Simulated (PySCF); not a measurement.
AlH2Cl: single-point calculation

- system: AlH2Cl
- method: CCSDT(Q)/STO-3G, RHF (PySCF 2.14.0)

A bond length was changed on purpose from its optimised value.

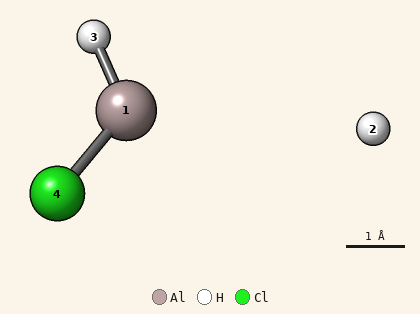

*The input geometry (ball-and-stick view, seen at a tilt; atoms are numbered from 1 in the order of the input). Sticks mark near contacts.*

### Results in brief

```json
{"quantity": "outcome", "value": "converged"}
{"quantity": "total energy", "value": "−694.692882 hartree"}
{"quantity": "SCF energy", "value": "−694.443593 hartree"}
{"quantity": "correlation energy", "value": "−0.249290 hartree"}
{"quantity": "basis functions", "value": "20"}
{"quantity": "T1 diagnostic", "value": "0.074"}
{"quantity": "HOMO of the SCF reference", "value": "−2.18 eV"}
{"quantity": "LUMO of the SCF reference", "value": "1.64 eV"}
{"quantity": "hardware", "value": "1 thread of Intel Xeon (Sapphire Rapids), 192 GiB of memory available, shared host"}
{"quantity": "wall time", "value": "1.9 s"}
{"quantity": "peak memory", "value": "0.1 GiB"}
```

### Remarks

The record of the run, not the program, notes: large T1 diagnostic.

### Input (job.py)
```python
from pyscf import gto, scf, cc

mol = gto.M(
    atom='''
Al    -5.134798     0.066339    -0.056915
H      2.999033     0.206925     0.025152
H     -6.459250     2.652448    -0.089607
Cl    -7.091590    -3.196859    -0.036884
''',
    charge=0,
    basis='sto-3g',
    verbose=3,
    max_memory=1860,
    unit='bohr',
)

mf = scf.RHF(mol)
mf.conv_tol = 1e-10
mf.kernel()
if not mf.converged:
    mf = mf.newton().run(mf.mo_coeff, mf.mo_occ)

mycc = cc.CCSDT(mf, frozen=10)
mycc.kernel()
e_bracket, e_q = mycc.ccsdt_q()
e_final = mycc.e_tot + e_q
print('Final energy', e_final)
```

Launched with:
```bash
OMP_NUM_THREADS=1 python job.py
```

### The program's output
```
converged SCF energy = -694.443592739375
_make_eris_incore_RCCSDT

WARN: A large `blksize` is being used, which may cause large memory consumption
      for storing contraction intermediates. If memory is sufficient, consider using
      `pyscf.cc.rccsdt_highm.RCCSDT` instead.

WARN: A large `blksize_oovv` is being used, which may cause large memory consumption
      for storing contraction intermediates. If memory is sufficient, consider using
      `pyscf.cc.rccsdt_highm.RCCSDT` instead.

WARN: A large `blksize_oooo` is being used, which may cause large memory consumption
      for storing contraction intermediates. If memory is sufficient, consider using
      `pyscf.cc.rccsdt_highm.RCCSDT` instead.

RCCSDT converged
E(RCCSDT) = -694.6933226628339   E_corr = -0.2497299234592065
E_corr(same-spin) = -0.0037018124099041
E_corr(oppo-spin) = -0.246028111049302
_make_eris_incore_RCCSDT
Final energy -694.6928823317403
```

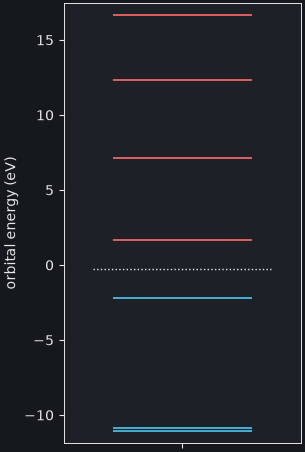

*Orbital energies near the frontier (SCF reference); the dotted line parts filled from empty levels, and levels within 0.02 eV of each other stand side by side.*

Highest filled −2.18 eV, lowest empty 1.64 eV, 3.82 eV apart.
